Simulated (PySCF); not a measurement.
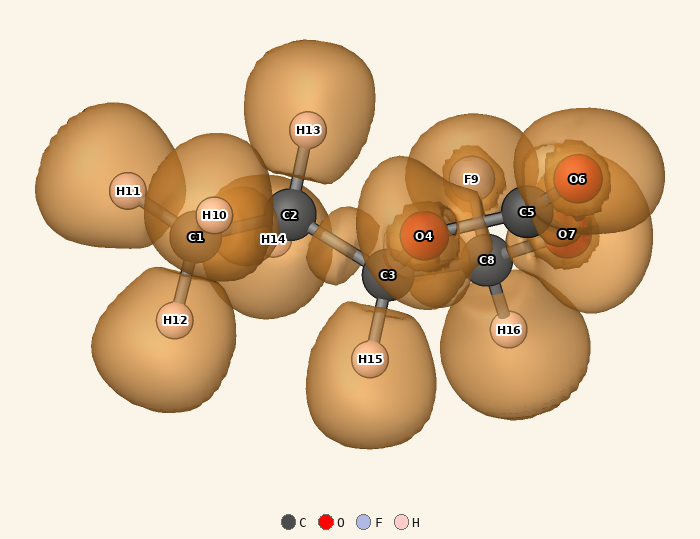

*C5H7FO3. Isosurface of the ELF at 0.75 (orange), seen from one side. Core shells and regions of very low density are left out.*

Geometry: GFN2-xTB.

These are results of PBE0/pcSseg-1, SCF density, gas phase, non-relativistic in PySCF, not measurements.

```xyz
16

C     2.1950    0.3684    0.0340
C     0.9657   -0.4195    0.4658
C    -0.2170   -0.1380   -0.4565
O    -0.6658    1.2039   -0.3181
C    -1.9780    1.2532   -0.0866
O    -2.6149    2.2364    0.0542
O    -2.5030   -0.0097   -0.0713
C    -1.4926   -0.9489   -0.1195
F    -1.3813   -1.5518    1.1053
H     1.9742    1.4321    0.0258
H     3.0122    0.1866    0.7260
H     2.5123    0.0711   -0.9627
H     0.6885   -0.1472    1.4851
H     1.1680   -1.4915    0.4417
H     0.0690   -0.2901   -1.5050
H    -1.7398   -1.7461   -0.8296
```

> Where are the electrons localised?

At this value the surface marks out three regions between bonded C–C atoms (shared pairs), seven regions around hydrogen nuclei, one region on F in which the atom's valence shell and bonds are merged and three regions on O in which the atom's valence shell and bonds are merged. Profiles from the grid: C–O (1.18 Å): the ELF peaks at about 0.85 between the atoms: a short, multiple covalent bond. C–F (1.37 Å): the ELF peaks at about 0.85 between the atoms (a shared but strongly polarised pair).
